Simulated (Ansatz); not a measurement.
# Sc (P6_3/mmc, 2 atoms in the cell): modes against uniaxial strain along c, part 2 of 3

Aim: how do the optical modes of Sc (P6_3/mmc, 2 atoms in the cell) shift and split under this strain?

Ansatz 0.2.0; DFT LDA, scalar-relativistic, plane waves, PAW; PAW set soft_1.

So far. Step 4 (Tight relaxation): The forces vanish by symmetry and the pressure is -0.004 GPa, within the tolerances set. The cell now holds 22.51 Å³/atom.

### Step 5. Zone-centre response at rest

Phonons follow from the second derivative of the energy, found here by linear response.

The modes at rest are the reference of the series.

File input.yaml:

```yaml
crystal:
  lattice:
    - [3.2304488863, 0.0, 0.0]
    - [-1.6152244432, 2.7976508012, 0.0]
    - [0.0, 0.0, 4.982245406]
  atoms:
    - { symbol: Sc, position: [0.3333333333, 0.6666666667, 0.25] }
    - { symbol: Sc, position: [0.6666666667, 0.3333333333, 0.75] }
kpoints:
  mp_grid: { grid: [15, 15, 8] }
hamiltonian:
  xc: lda
  pseudopotentials: { kind: paw, azcp: { folder: soft_1 }, xc_functional: pbe }
scf:
  occupations: { method: methfessel_paxton, width: 0.2 }
output:
  eigenvalues: true
phonons:
  method: dfpt
```

Launch:

```
ansatz run input.yaml --threads 4 --pin off --max-ram 10240MiB --backend cpu --events-out ev --progress --plain --runs-dir out
```

Numbers of over 12 decimals in the logs are rounded to 6 here.

The program printed:

```text
zone centre: on kpoints.mp_grid the ground state, and the responses unless they are solved on pairs of k-points, stand on 320 of the mesh's 1800 k-points, reduced under 4 symmetry operations, with k and −k counted as one. Each operation leaves every solved displacement unchanged or reverses it
[...]
Crystal: 2 atoms, lattice volume = 45.028 Å³
Basis set: ecut = 420 eV, 905 PW (Γ), exchange–correlation on 48×48×72 points (8 copies of the dense FFT grid, shifted against one another)
Bands: 15, of which v1, the nominal top of the filled ones, is band 11 counted from 1 (10 counted from 0)
Symmetry: 24 space group operations
k-points: 320 of 1800 (irreducible under 4 space group operations, time reversal used)
[...]
SCF iter   1: F=—  HF=-4178.148700 eV  |F-HF|=—  |Δ(HF+E_count)|=         —  Δρ=2.41e-2  dr2=3.16e-1  ethr=3.10e-3  ⟨swp⟩=3.1  Hψ=17592  notcnv=0
[...]
SCF iter   8: F=-4178.028237 eV  HF=-4178.028237 eV  |F-HF|=5.46e-12  |Δ(HF+E_count)|=  3.00e-11  S|Δr|=    0.00e0  Δρ=1.22e-7  dr2=5.72e-12  ethr=1.00e-12  ⟨swp⟩=3.0  Hψ=18854  notcnv=0
SCF 1 converged in 8 iterations: F = -4178.028237 eV  dr2 = 5.72e-12
[...]
DFPT response loops at Γ: preconditioner auto → Kerker (q_TF=auto, 2.421 Å⁻¹) (partly filled bands, converged f_vac=0.000); β = 1.00, the filter's whole step (`scf.mixing.beta` (0.50) is not read by the response loops under this deck's `scf.mixing.preconditioner`; to damp them name `kerker` or `kerker_dos`, under which they read `scf.mixing.beta`, and type it under 1.00, their step now; both keys bind the ground state too); Broyden in place of MSR1
SCF converged after 8 iterations
[...]
Free energy (F): -4178.028237 eV
[...]
Internal energy: -4178.026201 eV  (E = F + TS)
E sigma→0 (E₀):  -4178.027728 eV
Entropy (-TS):   -0.002036 eV (-1.018 meV/atom)
Fermi energy:    9.895563 eV
Step filling:    the computed levels leave a gap of 0.0000 eV = 0.0 smearing widths at the electron count; against every level under it full and every level over it empty, smearing changes F+E_penalty+E_count by +1.308 meV and its σ→0 estimate by +1.817 meV
[...]
--- Band table (eV; the first three rows and the last of 320) ---
  k-point 0: bands = [... 7 lower, -17.3795, 4.6720, 8.1425, 10.9054, 11.5297, 11.5297, 11.8972, 12.0531]
  k-point 1: bands = [... 7 lower, -17.4041, 4.7889, 8.0353, 10.7949, 11.4604, 11.4604, 11.8169, 11.9735]
  k-point 2: bands = [... 7 lower, -17.4393, 5.1304, 7.6721, 10.6505, 11.3659, 11.3659, 11.5927, 11.7852]
  k-point 319: bands = [... 7 lower, -17.4924, 8.5079, 8.5079, 10.0608, 10.0608, 10.6854, 10.6854, 12.2643]
--- Phonons (Γ-DFPT): 2 representative perturbations + reference, on 320 of 1800 k-points (Σ response iterations 6) ---
  k mesh reduced under 4 symmetry operations, with k and −k counted as one. Each operation leaves every solved displacement unchanged or reverses it
  ASR residual: 8.010e-5 → 0.000e0 eV/Å²; symmetrization residual: 2.437e-10 eV/Å²
  ASR residual per site (eV/Å²): 8.01e-5 8.01e-5
  Γ frequencies (cm⁻¹): 0.00 0.00 0.00 137.46 137.46 239.99
  non-analytic LO–TO correction: not included (Born effective charges unavailable; polar crystals: no LO–TO splitting at Γ)
```

The job ended after 61 s (4 threads of Intel Xeon at 2.50GHz (Skylake/Cascade Lake), shared host; peak memory 0.98 GiB; 1.9 min of CPU time).

Numbers from this step:

```
sum-rule residual before enforcement                    : 8.01e-5 eV/Å²
point group                                             : 6/mmm
highest optical mode at the zone centre (no LO-TO term) : 240.0 cm⁻¹
lowest optical zone-centre mode                         : 137.5 cm⁻¹
```

Patterns of degenerate modes are one choice out of their space. Modes at Γ:

```
mode  frequency (cm⁻¹)  symmetry
   1               0.0  acoustic
   2               0.0  acoustic
   3               0.0  acoustic
   4             137.5       E2g
   5             137.5       E2g
   6             240.0       B1g
```

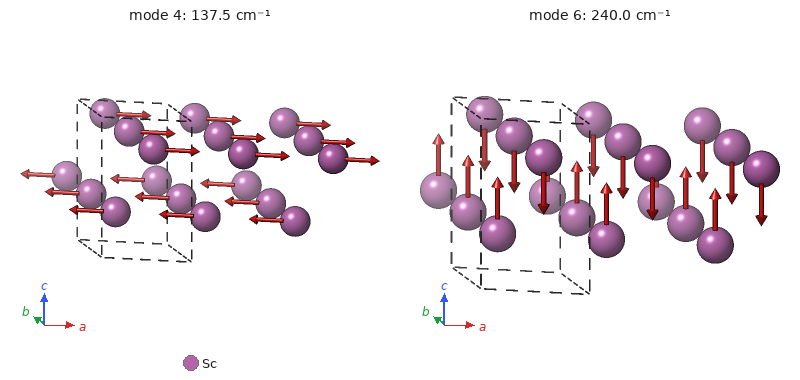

Displacement patterns of modes 4 and 6 at Γ; arrows are exaggerated. 3×3×1 cells are drawn.

Before it was imposed, the acoustic sum rule was missed by 8.0e-5 eV/Å². Small misses are needed for a sound result but don't prove that mesh and cutoff are converged. The lowest optical mode is real, 137 cm⁻¹.

### Step 6. Relaxation of a member: uniaxial strain of +4 % along c

The cell takes a uniaxial strain of +4 % along c. The strained length and the angles are held, while the rest of the cell and the atoms relax.

input.yaml, the sections that differ from step 5:

```yaml
crystal:
  lattice:
    - [3.2095485984, 0.0, 0.0]
    - [-1.6047742992, 2.7795506209, 0.0]
    - [0.0, 0.0, 5.1815352223]
  atoms:
    - { symbol: Sc, position: [0.3333332938, 0.6666667062, 0.25] }
    - { symbol: Sc, position: [0.6666667062, 0.3333332938, 0.75] }
output:
  forces: true
  stress: true
  eigenvalues: true
relax:
  adjacent_minimum: "off"
  f_tol: 0.001
  max_steps: 60
  cell: { stress_tol: 0.01, fix: [c, angles] }
# kpoints, hamiltonian, scf: as in step 5
# phonons: removed
```

The program printed:

```text
[...]
k-point 319: bands = [... 7 lower, -17.8616, 8.0504, 8.0504, 9.6760, 9.6760, 11.0664, 11.0664, 12.2118]
--- Relaxed structure (3 steps of the walk, 3 accepted, 1 SCFs on fresh bases) ---
[...]
cell:  # Å, volume = 46.0189 Å³
    - [3.202387, -5.499030717549987e-19, 0.0]
    - [-1.601193, 2.773348, 0.0]
    - [0.0, 0.0, 5.1815352223]
  atoms:
    - { symbol: Sc, position: [0.333333, 0.666667, 0.25] }
    - { symbol: Sc, position: [0.666667, 0.333333, 0.75] }
[key lines of the parts left out:]
SCF converged after 4 iterations
Free energy (F): -4178.007766 eV
Fermi energy:    9.650274 eV
P = ⅓ Tr σ = -1.1817 GPa (-11.817 kbar)
```

Run time: 39 s. Hardware: 4 threads; peak memory 0.54 GiB.

Step by step:

```
step  energy less that of the first step (eV)  largest force component (eV/Å)  pressure (GPa)  volume (Å³)
   1                                   0.0000                          0.0000           -1.44        46.23
   2                                  -0.0002                          0.0000           -1.12        45.97
   3                                  -0.0002                          0.0000           -1.18        46.02
  4*                                  -0.0002                          0.0000           -1.18        46.02
```

Relaxation steps marked * repeat the geometry before them on a plane-wave basis chosen anew for their cell, so energy and pressure can jump there.

```
conventional cell, symmetrised  before  after  change
                         a (Å)   3.210  3.202  -0.2 %
                         b (Å)   3.210  3.202  -0.2 %
                         c (Å)   5.182  5.182  +0.0 %
              volume (Å³/atom)   23.11  23.01  -0.4 %
```

The relaxed structure:

```xyz
2
Lattice="3.2024 0.0000 0.0000 -1.6012 2.7733 0.0000 0.0000 0.0000 5.1815" Properties=species:S:1:pos:R:3 pbc="T T T"
Sc    0.0000    1.8489    1.2954
Sc    1.6012    0.9244    3.8862
```

Numbers from this step:

| Item | Value |
| --- | --- |
| pressure | -1.182 GPa |
| volume per atom | 23.01 Å³ |

The largest force component left is 5.0e-4 meV/Å.

### Step 7. Modes of this member: uniaxial strain of +4 % along c

The zone-centre modes follow for uniaxial strain of +4 % along c.

input.yaml, the sections that differ from step 6:

```yaml
crystal:
  lattice:
    - [3.2023866751, 0.0, 0.0]
    - [-1.6011933376, 2.7733482134, 0.0]
    - [0.0, 0.0, 5.1815352223]
  atoms:
    - { symbol: Sc, position: [0.3333333737, 0.6666666263, 0.25] }
    - { symbol: Sc, position: [0.6666666263, 0.3333333737, 0.75] }
output:
  eigenvalues: true
phonons:
  method: dfpt
# kpoints, hamiltonian, scf: as in step 6
# relax: removed
```

The program printed:

```text
[...]
Crystal: 2 atoms, lattice volume = 46.019 Å³
Basis set: ecut = 420 eV, 917 PW (Γ), exchange–correlation on 48×48×72 points (8 copies of the dense FFT grid, shifted against one another)
Bands: 15, of which v1, the nominal top of the filled ones, is band 11 counted from 1 (10 counted from 0)
Symmetry: 24 space group operations
k-points: 320 of 1800 (irreducible under 4 space group operations, time reversal used)
[...]
SCF iter   1: F=—  HF=-4178.131056 eV  |F-HF|=—  |Δ(HF+E_count)|=         —  Δρ=2.41e-2  dr2=3.28e-1  ethr=3.10e-3  ⟨swp⟩=3.0  Hψ=17525  notcnv=0
[...]
SCF iter   8: F=-4178.007766 eV  HF=-4178.007766 eV  |F-HF|=4.55e-12  |Δ(HF+E_count)|=  2.09e-11  S|Δr|=    0.00e0  Δρ=1.18e-7  dr2=5.47e-12  ethr=1.00e-12  ⟨swp⟩=4.1  Hψ=17201  notcnv=0
SCF 1 converged in 8 iterations: F = -4178.007766 eV  dr2 = 5.47e-12
[...]
SCF converged after 8 iterations
[...]
Free energy (F): -4178.007766 eV
[...]
Internal energy: -4178.002497 eV  (E = F + TS)
E sigma→0 (E₀):  -4178.006449 eV
Entropy (-TS):   -0.005269 eV (-2.634 meV/atom)
Fermi energy:    9.650275 eV
[...]
--- Band table (eV; the first three rows and the last of 320) ---
  k-point 0: bands = [... 7 lower, -17.7285, 4.4430, 7.8446, 10.2236, 11.3014, 11.3014, 11.3253, 11.7333]
  k-point 1: bands = [... 7 lower, -17.7421, 4.5500, 7.7085, 10.1721, 11.2553, 11.2620, 11.2620, 11.6767]
  k-point 2: bands = [... 7 lower, -17.7497, 4.8629, 7.2949, 10.1376, 11.0605, 11.2032, 11.2032, 11.5382]
  k-point 319: bands = [... 7 lower, -17.8293, 8.2556, 8.2556, 9.8019, 9.8019, 10.4161, 10.4161, 11.9799]
[...]
ASR residual: 7.914e-5 → 0.000e0 eV/Å²; symmetrization residual: 1.930e-10 eV/Å²
  ASR residual per site (eV/Å²): 7.91e-5 7.91e-5
  Γ frequencies (cm⁻¹): 0.00 0.00 0.00 124.46 124.46 204.24
[...]
```

The job ended after 59 s (4 threads; peak memory 1 GiB; 1.9 min of CPU time).

Numbers from this step:

- sum-rule residual before enforcement: 7.91e-5 eV/Å²
- highest optical mode at the zone centre (no LO-TO term): 204.2 cm⁻¹
- lowest optical zone-centre mode: 124.5 cm⁻¹

Patterns of degenerate modes are one choice out of their space. Modes at Γ:

```
mode  frequency (cm⁻¹)  symmetry
   1               0.0  acoustic
   2               0.0  acoustic
   3               0.0  acoustic
   4             124.5       E2g
   5             124.5       E2g
   6             204.2       B1g
```

The lowest optical mode is real, 124 cm⁻¹, and the highest lies at 204.2 cm⁻¹.

Between step 5 and this run (strain 4 %) the value for the highest optical mode at the zone centre (no LO-TO term) moves from 240 cm⁻¹ to 204 cm⁻¹ (-15 %).

### Step 8. Relaxation of a member: uniaxial strain of -4 % along c

The cell takes a uniaxial strain of -4 % along c. The strained length and the angles are held, while the rest of the cell and the atoms relax.

input.yaml, the sections that differ from step 7:

```yaml
crystal:
  lattice:
    - [3.2517214797, 0.0, 0.0]
    - [-1.6258607399, 2.8160734075, 0.0]
    - [0.0, 0.0, 4.7829555896]
  atoms:
    - { symbol: Sc, position: [0.3333333531, 0.6666666469, 0.25] }
    - { symbol: Sc, position: [0.6666666469, 0.3333333531, 0.75] }
output:
  forces: true
  stress: true
  eigenvalues: true
relax:
  adjacent_minimum: "off"
  f_tol: 0.001
  max_steps: 60
  cell: { stress_tol: 0.01, fix: [c, angles] }
# kpoints, hamiltonian, scf: as in step 7
# phonons: removed
```

The program printed:

```text
[...]
Crystal: 2 atoms, lattice volume = 43.798 Å³
Basis set: ecut = 420 eV, 891 PW (Γ)
Bands: 15, of which v1, the nominal top of the filled ones, is band 11 counted from 1 (10 counted from 0)
Symmetry: 8 space group operations
k-points: 320 of 1800
[...]
k-point 319: bands = [... 7 lower, -17.1638, 8.5441, 8.5441, 10.3402, 10.3402, 11.7326, 11.7326, 12.5866]
--- Relaxed structure (3 steps of the walk, 3 accepted, 1 SCFs on fresh bases) ---
[...]
cell:  # Å, volume = 43.9978 Å³
    - [3.259133, 2.893320783860729e-11, 0.0]
    - [-1.629566, 2.822492, 0.0]
    - [0.0, 0.0, 4.7829555896]
  atoms:
    - { symbol: Sc, position: [0.333333, 0.666667, 0.250000] }
    - { symbol: Sc, position: [0.666667, 0.333333, 0.750000] }
[key lines of the parts left out:]
SCF converged after 5 iterations
Free energy (F): -4178.005246 eV
Fermi energy:    10.156383 eV
P = ⅓ Tr σ = 1.3739 GPa (13.739 kbar)
```

It took 39 s on 4 threads; peak memory 0.52 GiB; 86 s of CPU time.

Relaxation path:

```
step  energy less that of the first step (eV)  largest force component (eV/Å)  pressure (GPa)  volume (Å³)
   1                                   0.0000                          0.0000            1.68        43.80
   2                                  -0.0002                          0.0000            1.24        44.09
   3                                  -0.0002                          0.0000            1.37        44.00
  4*                                  -0.0002                          0.0000            1.37        44.00
```

Relaxation steps marked * repeat the geometry before them on a plane-wave basis chosen anew for their cell, so energy and pressure can jump there.

```
conventional cell, symmetrised  before  after  change
                         a (Å)   3.252  3.259  +0.2 %
                         b (Å)   3.252  3.259  +0.2 %
                         c (Å)   4.783  4.783  -0.0 %
              volume (Å³/atom)   21.90  22.00  +0.5 %
```

Final coordinates:

```cif
data_structure
_symmetry_space_group_name_H-M 'P 1'
_symmetry_Int_Tables_number 1
_cell_length_a 3.2591
_cell_length_b 3.2591
_cell_length_c 4.7830
_cell_angle_alpha 90.000
_cell_angle_beta 90.000
_cell_angle_gamma 120.000
_cell_volume 44.00
loop_
_atom_site_label
_atom_site_type_symbol
_atom_site_fract_x
_atom_site_fract_y
_atom_site_fract_z
_atom_site_occupancy
Sc1 Sc 0.33333 0.66667 0.25000 1
Sc2 Sc 0.66667 0.33333 0.75000 1
```

Numbers from this step:

| Item | Value |
| --- | --- |
| pressure | 1.374 GPa |
| volume per atom | 22.00 Å³ |

The largest force component left is 5.1e-4 meV/Å.

[end of part 2 of 3]

[Logs are printed without paths, hosts, clocks, repeated set-up lines and the standing remarks that a program may print on its own settings, such as how far it seeks lower states.]

[Hosts, paths, dates, database ids (printed as entryN), source tags and the programs' standing remarks are cut or masked in the printed files.]
